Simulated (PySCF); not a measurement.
# H3Si, charge +1, SMILES `[SiH3+]`: electronic structure

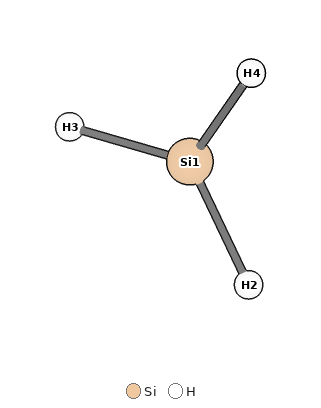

The molecule, with its atoms numbered as below. No frequency check shows the geometry to be a minimum.

Cartesian coordinates (Å):

```
Si1      0.0000    0.0000    0.0000
H2       1.4615   -0.0986    0.0000
H3      -0.8162   -1.2165    0.0000
H4      -0.6455    1.3151    0.0000
```

### 1. Bonding charge

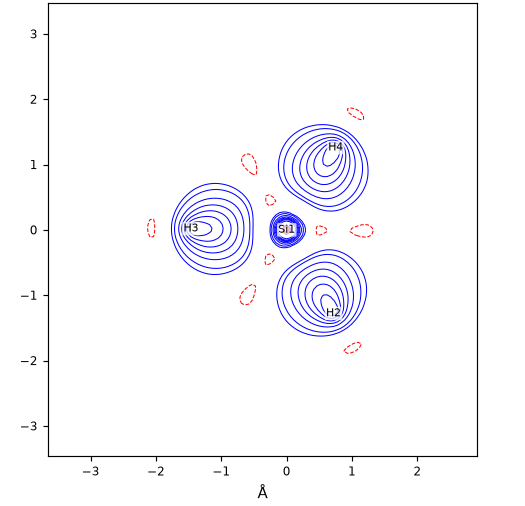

Deformation density (molecule less spherical, spin-averaged free atoms) in the molecular plane; contours at ±0.05 to ±0.8 e/Å³; solid blue lines: gain, dashed red lines: loss.

Level of theory: PBE0/def2-SVP (PySCF), at a geometry from GFN2-xTB.

Question: How much density has each bond in this plane gained at its critical point, relative to the free atoms?

Answer: Si1–H2, Si1–H3 and Si1–H4: +0.26 e/Å³ at the bond critical point (bond length 1.47 Å, Mayer order 0.9). In all, 0.8 electrons gather in the regions of gain relative to the promolecule of neutral atoms (the regions of loss give up this much and the cation's charge besides).

Question: Where do the Hirshfeld charges lie?

Answer: The highest Hirshfeld charge is on Si1 (+0.90 e), the lowest on H2, H3 and H4 (+0.03 e).

| atom | charge (e) |
| --- | --- |
| Si1 | +0.90 |
| H2 | +0.03 |
| H3 | +0.03 |
| H4 | +0.03 |

### 2. Electrostatic potential

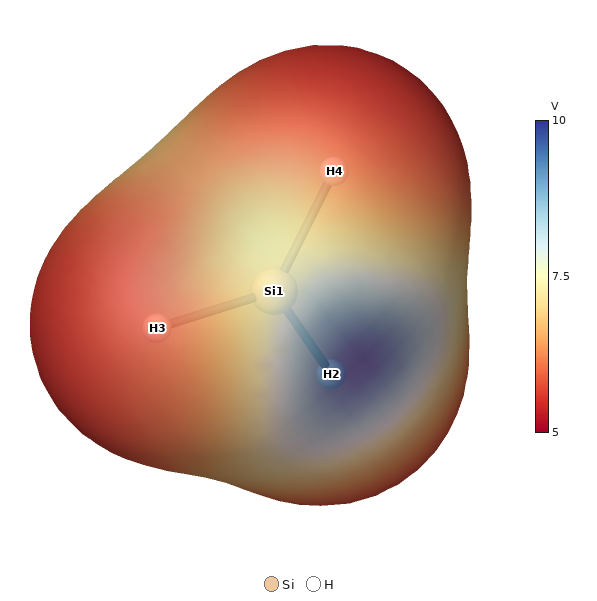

Electrostatic potential on the surface of electron density 0.001 a.u.

Question: Where are the extremes of the potential on the surface?

Answer: Highest: 9.95 V, over Si1, off the plane of its three bonds (1.7 Å), and at like points elsewhere. Lowest: 5.45 V, 1.3 Å from H2, and at like points elsewhere. The surface is sampled at points, so like sites can differ by a few per cent and only the strongest of them is named.

### 3. In an electric field

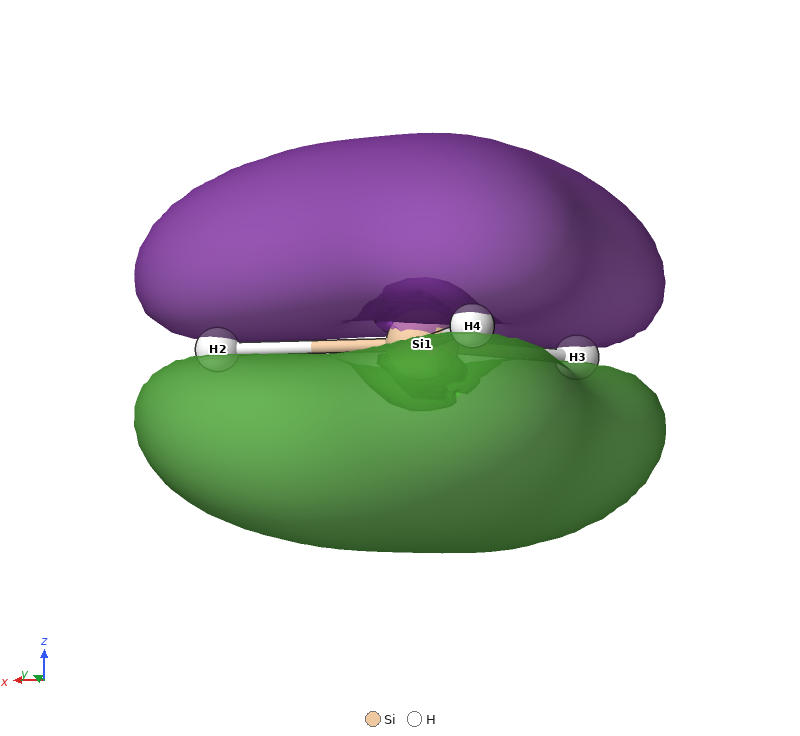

Change of the electron density in a uniform field of 0.21 V/Å, surfaces at ±0.0008 e/Å³ (purple: gain, green: loss).

Computed with PySCF, BLYP/def2-SVPD, geometry: GFN2-xTB.

Question: Along which Cartesian direction does the field point?

Answer: Along −z: electrons gather on the +z side, against the field.

Question: How large is the response?

Answer: The induced dipole is 0.17 D (along the field); α along this axis, from the fields in both directions, is 17 bohr³ (2.5 Å³).

Question: Which atoms gain and lose the most charge?

Answer: Hardly any: no atom's Hirshfeld charge changes by as much as 0.002 e. The density shifts from one side of each atom to the other; 0.023 electrons are displaced in all.

### 4. Removing or adding an electron

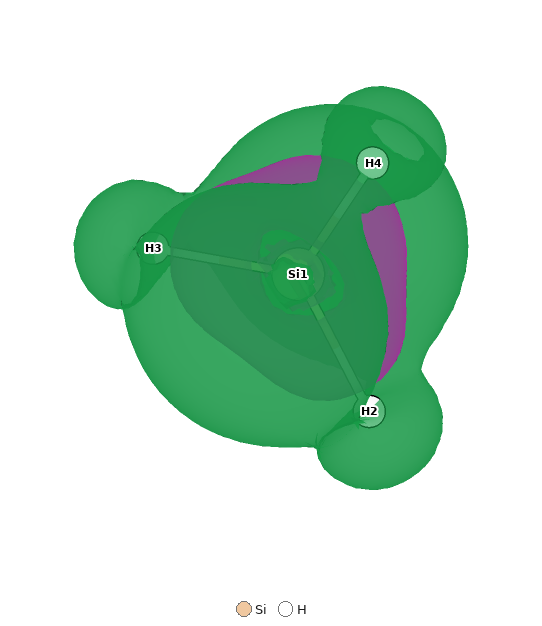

Fukui function f⁺ = ρ(N+1) − ρ(N) at fixed geometry, surfaces at ±0.02 e/Å³ (green positive, purple negative).

Method: PBE/def2-SVPD; geometry: GFN2-xTB; program: PySCF.

Question: Which atoms respond most to the addition of an electron?

Answer: f⁺ (Hirshfeld-condensed) is largest on Si1 (0.71); the vertical electron affinity is 8.01 eV (the stability of the neutral species's solution wasn't checked). Condensed values hint at sites of nucleophilic attack but needn't mark the atom that reacts. Orbital relaxation makes it negative in places (0.11 e in all).

| atom | f⁺ | charge |
| --- | --- | --- |
| Si1 | +0.71 | +0.88 |
| H2 | +0.10 | +0.04 |
| H3 | +0.10 | +0.04 |
| H4 | +0.10 | +0.04 |

### 5. Localised orbitals

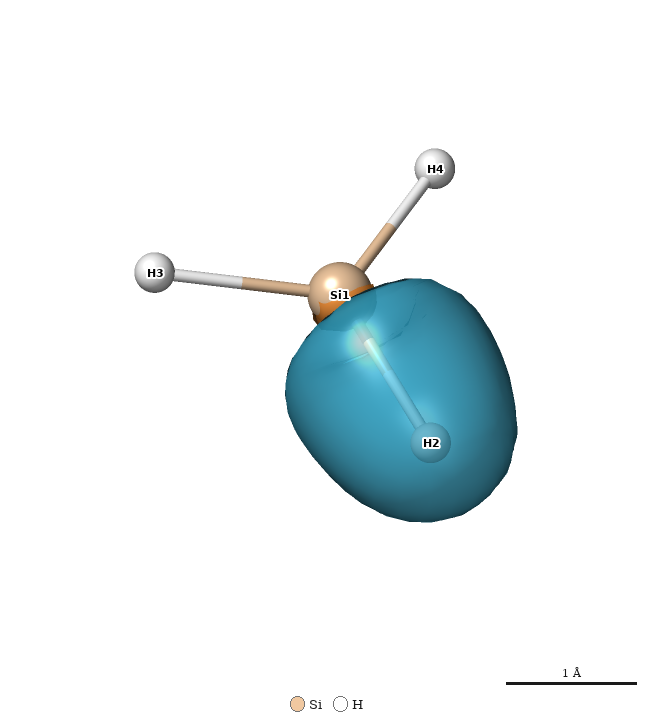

Pipek–Mezey orbitals, occupied; each surface holds about 70 % of the orbital's density. Energies are diagonal elements of the Fock matrix.

Level of theory: TPSSh/6-31+G* (PySCF), at a geometry from GFN2-xTB.

Question: What does this orbital represent?

Answer: σ bond Si1–H2 (Si1 51 %, H2 49 %; −18.8 eV).
